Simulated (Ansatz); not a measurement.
Pressure series in hypothetical CsCl type NbAs

The reference is NbAs in the CsCl type structure (space group Pm-3m, No. 221; a = 3.218 Å; a hypothetical phase, not in the database extracts checked).

Cell and atoms are relaxed at each pressure.

Method: Ansatz (a first-principles code), PBE, PAW, cutoff 420 eV, no spin-orbit coupling.

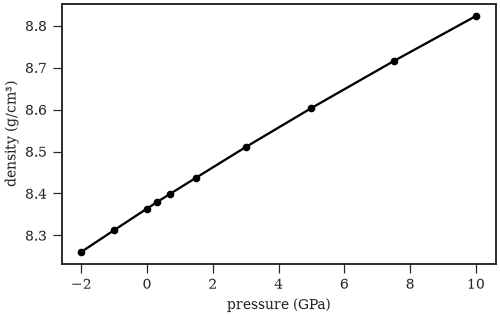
Figure: Density against pressure

Question: From the plot, what is the density for pressure 0.3 GPa?

Answer: About 8.38 g/cm³.

Question: Is the trend monotonic over the range shown?

Answer: Yes, it rises throughout, spanning 8.26 g/cm³ to 8.82 g/cm³.

Load acts through the strain it causes; cell and atoms are relaxed under it. Stability against distortions was not tested. Competing high-pressure phases were not computed. The final runs are not spin-polarised.
